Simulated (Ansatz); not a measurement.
**C$_{4}$H$_{13}$ClMoO$_{5}$ (SMILES C[O][Mo]([OH])([Cl])([O]C)([O]C)[O]C): density, localisation and related maps**

Input file:

```
crystal:
  periodic: [false, false, false]
  atoms:
    - {symbol: C, position_ang: [0.472839, -2.868447, 0.807966]}
    - {symbol: O, position_ang: [0.953651, -1.559764, 0.702086]}
    - {symbol: Mo, position_ang: [0.120324, -0.001300, 0.173178]}
    - {symbol: O, position_ang: [-0.464144, -0.854132, -1.442514]}
    - {symbol: Cl, position_ang: [-1.211744, 1.856575, -0.728792]}
    - {symbol: O, position_ang: [-1.476183, -0.550227, 0.957196]}
    - {symbol: C, position_ang: [-2.782666, -0.737264, 0.526925]}
    - {symbol: O, position_ang: [0.600386, 1.173220, 1.503465]}
    - {symbol: C, position_ang: [1.022903, 2.495378, 1.603367]}
    - {symbol: O, position_ang: [1.520757, 0.707015, -0.841747]}
    - {symbol: C, position_ang: [1.716081, 0.974983, -2.189060]}
    - {symbol: H, position_ang: [1.237628, -3.490251, 1.277617]}
    - {symbol: H, position_ang: [0.244532, -3.255077, -0.190717]}
    - {symbol: H, position_ang: [-0.440562, -2.880086, 1.412972]}
    - {symbol: H, position_ang: [-0.945536, -0.315316, -2.076129]}
    - {symbol: H, position_ang: [-3.244368, 0.234021, 0.320503]}
    - {symbol: H, position_ang: [-2.786004, -1.335570, -0.392914]}
    - {symbol: H, position_ang: [-3.349213, -1.256926, 1.304112]}
    - {symbol: H, position_ang: [1.821142, 2.678248, 0.875477]}
    - {symbol: H, position_ang: [1.391673, 2.671570, 2.616666]}
    - {symbol: H, position_ang: [0.183791, 3.163933, 1.390191]}
    - {symbol: H, position_ang: [1.405473, 0.116620, -2.795899]}
    - {symbol: H, position_ang: [2.776289, 1.178556, -2.362538]}
    - {symbol: H, position_ang: [1.127648, 1.853744, -2.478111]}
basis:
  gaussian: {orbitals: def2-TZVPP}
hamiltonian: {xc: pbe0, dispersion: d4}
output: {orbitals: {seedname: orbitals}}
```

Run with:

```sh
ansatz run in.yaml --threads 11 --pin off --events-out ev --progress --plain --max-ram 174080MiB --backend cuda --devices 0, --max-vram 75GiB
```

Geometry: PBE0-D4/def2-TZVP; core potentials replace the inner electrons of Mo.

These are results of Ansatz, RKS PBE0-D4/def2-TZVPP, not measurements.

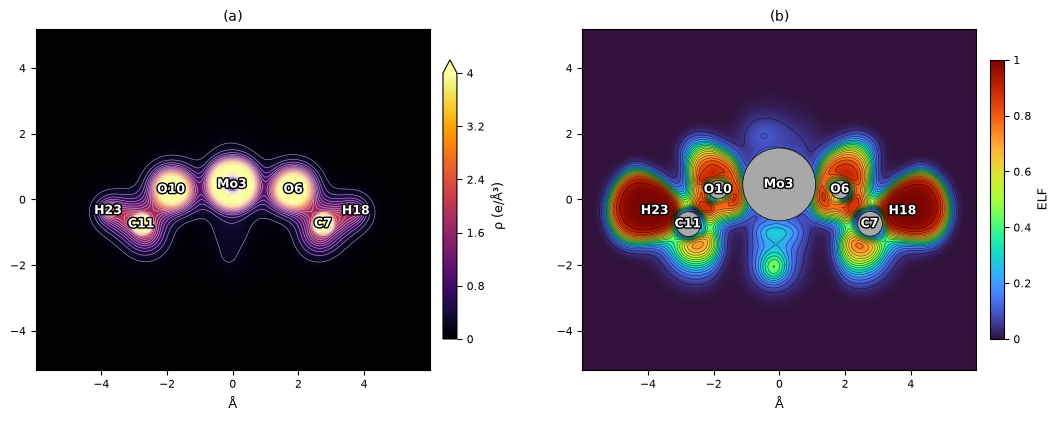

Figure 1. (a) electron density; (b) electron localisation function on the plane of atoms Mo3, O6 and C7. Grey discs cover the atomic cores in the ELF map.

### Interpret the plot.

- Atoms in the plane: Mo, O, C and H.
- C–O (1.39 Å): ρ at the midpoint is about 2.1 e/Å³, with its minimum of 1.8 e/Å³ about 0.5 Å from C; the ELF peaks at about 0.85 between the atoms; a polar covalent bond.
- Mo–O (1.86 Å): ρ at the midpoint is about 1.2 e/Å³; the ELF peaks at about 0.80 in the valence shell of O, 0.6 Å from its nucleus, and drops to about 0.25 between the two atoms.
- C–H (1.09 Å): ρ at the midpoint is about 2 e/Å³; the ELF climbs to about 1 towards the hydrogen, as it does in any bond to H: an ordinary covalent bond to hydrogen.

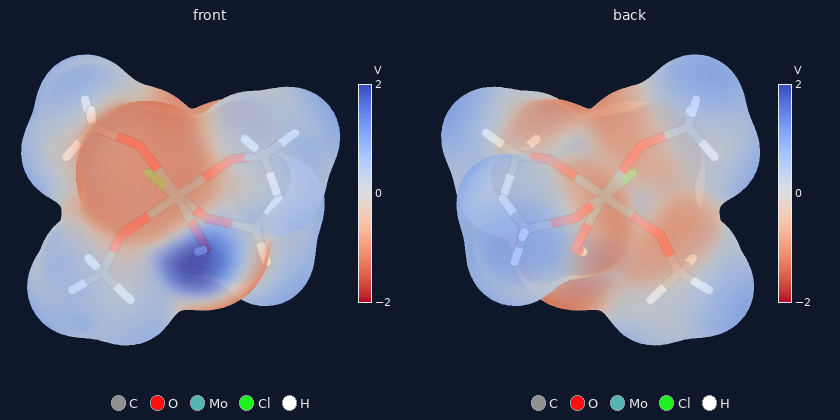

Figure 2. The molecular electrostatic potential painted on the density surface at 0.002 e/bohr³, seen from the front and from behind; red is negative and blue positive.

### Describe the electrostatic potential map.

The most negative region (about −1.1 V) lies over O4 and Cl5, the most positive (about +1.8 V) over H15.

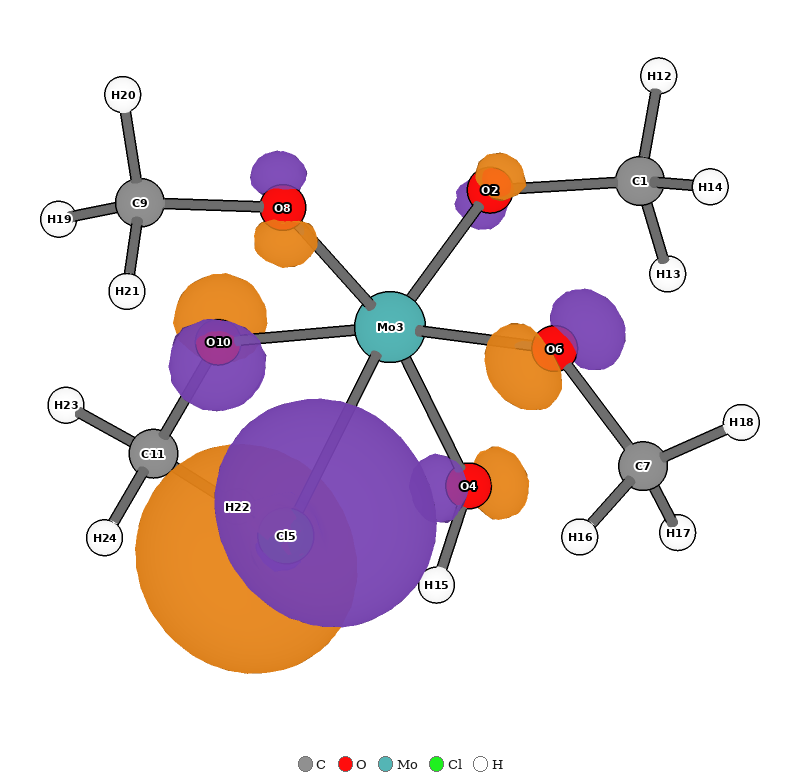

Figure 3. The HOMO−1 at ±0.15 Å⁻³ᐟ² (orange and purple are the two phases), seen from one side.

### What is the character of this orbital?

Its weight (Hirshfeld) is mainly on Cl5 (about 80 %); largely a lone pair of Cl5. Its energy is −7.79 eV.
